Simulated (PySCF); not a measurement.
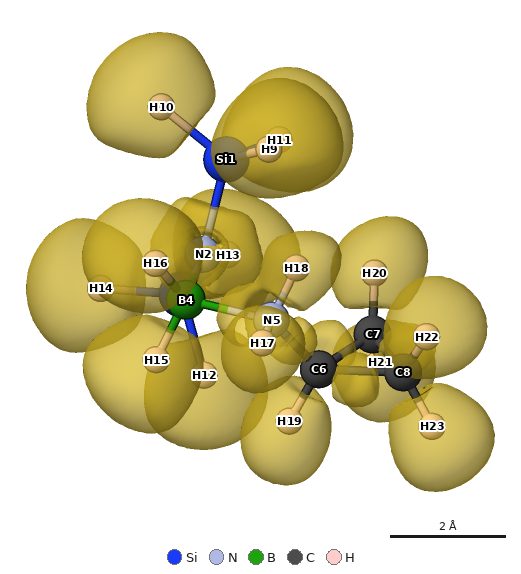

Figure. C₃H₁₅BN₂Si₂. Isosurface of the ELF at 0.75 (yellow), seen at an oblique angle. Only the valence region is drawn (cores and ρ < 0.01 e/Å³ removed).

Geometry: GFN2-xTB.

The calculation used PBE0/pcSseg-1, SCF density, gas phase, non-relativistic (PySCF 2.14.0).

Input

```
{"job": {"kind": "nmr", "xc": "PBE0", "basis": "pcSseg-1"}, "charge": 0, "multiplicity": 1}
Si    -2.178299     1.160149    -0.488288
N     -1.382546    -0.215417     0.175544
Si    -1.702235    -1.806840    -0.413896
B     -0.588368    -0.056297     1.459455
N      0.856455     0.642311     0.985312
C      1.685142    -0.172471     0.125513
C      1.530741    -0.055711    -1.355317
C      2.769310     0.470396    -0.688990
H     -1.358823     2.358134    -0.184019
H     -3.533054     1.396750     0.022843
H     -2.202974     1.023038    -1.949468
H     -0.492982    -2.626244    -0.259874
H     -2.015531    -1.697109    -1.844148
H     -2.822424    -2.461216     0.278144
H     -0.294553    -1.087086     1.973318
H     -1.049984     0.743243     2.216732
H      1.354994     0.905404     1.832403
H      0.561126     1.483202     0.494142
H      1.859244    -1.151566     0.550776
H      0.806637     0.650551    -1.729691
H      1.600097    -0.954144    -1.946795
H      2.896156     1.540930    -0.618426
H      3.697118    -0.063024    -0.824391
```

Launched as:

```sh
OMP_NUM_THREADS=1 python probes_run.py task.json out
```

Q: Where are the electrons localised?

A: At this value the surface marks out three regions between bonded C–C atoms (shared pairs), 13 regions around hydrogen nuclei, one region on N in which the atom's valence shell and bonds are merged and one joined region spread over several atoms (H, N), in which their bonds and any lone pairs are merged. Profiles from the grid: C–N (1.45 Å): the ELF peaks at about 0.95 between the atoms, as expected for a shared electron pair. C–C (1.49 Å): the ELF peaks at about 0.90 between the atoms, as expected for a covalent bond.
